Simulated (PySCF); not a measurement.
# C6H14B2: the cost of one run

Programs: PySCF 2.14.0, with routines of our own; each step states its level. All values are computed. Atoms count from 0.

### Step 1. The system as given

22 atoms, charge 0, multiplicity 1; geometry from: GFN2-xTB.

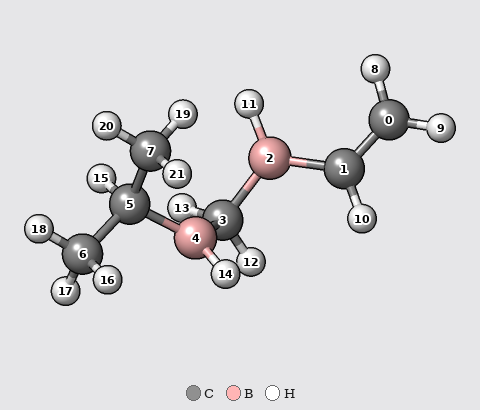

The starting geometry (carbon grey, boron pink, hydrogen white).

### Step 2. Relaxing the molecule at PBE0-D3(BJ)/def2-SVP

The job: settings as JSON, then the geometry in Å.

```
{"job": {"xc": "PBE0", "basis": "def2-SVP", "d3": "d3bj", "grid": 1, "kind": "geom"}, "charge": 0, "multiplicity": 1}
C      3.753438     0.930082     0.754244
C      2.846346     0.059060     0.312248
B      1.697000     0.425148    -0.658642
C      0.778235    -0.707892    -1.255942
B     -0.375281    -0.928147    -0.212805
C     -1.713631    -0.075610    -0.280261
C     -2.975911    -0.927886    -0.100376
C     -1.654747     0.982739     0.835173
H      3.727304     1.966162     0.454801
H      4.558935     0.655599     1.419689
H      2.944427    -0.967402     0.652535
H      1.510613     1.549662    -0.935401
H      1.353741    -1.625491    -1.376062
H      0.378083    -0.403050    -2.221702
H     -0.230713    -1.686132     0.670884
H     -1.813607     0.463657    -1.228862
H     -2.945751    -1.458662     0.848592
H     -3.058829    -1.660978    -0.899937
H     -3.867422    -0.302389    -0.115346
H     -0.780312     1.618533     0.712882
H     -2.546577     1.607385     0.812516
H     -1.595751     0.504998     1.810922
```

The run is started by

```console
> OMP_NUM_THREADS=1 python excited_run.py task.json out
```

This one command runs all jobs of the session in turn.

**Question.** How long does this first job take on 1 thread of Arm Neoverse V2, shared host, and how much memory does it need?

About 85 s, with a peak of 0.77 GiB.
